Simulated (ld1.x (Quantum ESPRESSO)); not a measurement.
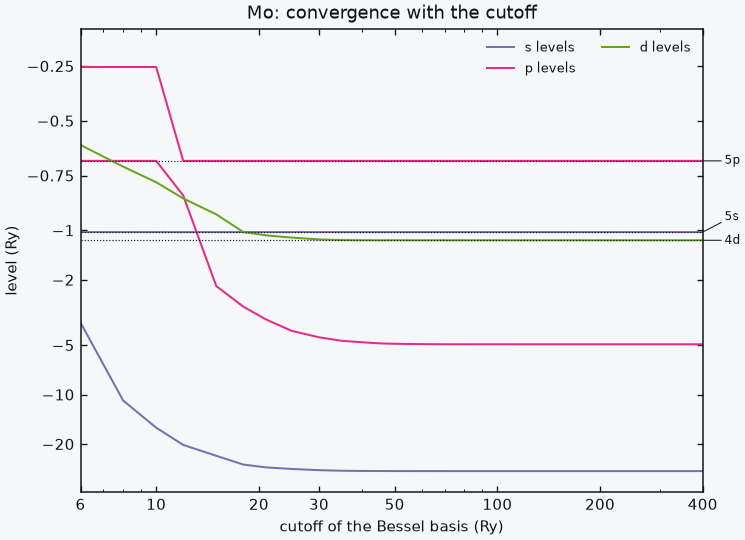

The pseudo-atom Hamiltonian at the reference potential is diagonalised in spherical Bessel functions (20 bohr box) up to the cutoff. Curves: the lowest levels of each channel that holds a bound state. Dotted lines: the all-electron valence levels.

Mo (Z = 42), PAW, made with ld1.x (Quantum ESPRESSO) 7.5 (LDA (PZ), scalar-relativistic). Core [Kr], reference 4d4.5 5s0 5p0 (charge +1.5). Waves: 5s (bound, empty): rcut 2.45, rcutus 2.90 bohr; 5s channel at 0.65 Ry: rcut 2.45, rcutus 2.90 bohr; 5p (bound, empty): rcut 2.75, rcutus 3.05 bohr; 5p channel at -0.25 Ry: rcut 2.75, rcutus 3.05 bohr; 4d (bound): rcut 1.50, rcutus 1.60 bohr; 4d channel at 0.65 Ry: rcut 1.50, rcutus 1.60 bohr. Local part: all-electron potential smoothed inside 1.35 bohr (lloc = -1). Core correction: Bessel-smoothed model core, default radius (core density twice the valence density). Augmentation charge: PSQ, inside the norm-conserving radii.

Question: Does every curve settle on an all-electron level?

Answer: Ghost states below the valence levels: s at -397.2 eV, p at -67.2 eV. A ghost is a curve that settles on no dotted line: a bound state with no counterpart among the valence levels. In Ry: s -29.19, p -4.94.

Question: Does the ghost need a high cutoff to show?

Answer: The lowest s curve lies clearly below the lowest valence level of its channel already at the lowest cutoff, 6 Ry, and ends at -29.19 Ry.

Question: Read the all-electron valence levels.

Answer: 5s: -1.02 Ry; 5p: -0.68 Ry; 4d: -1.15 Ry.
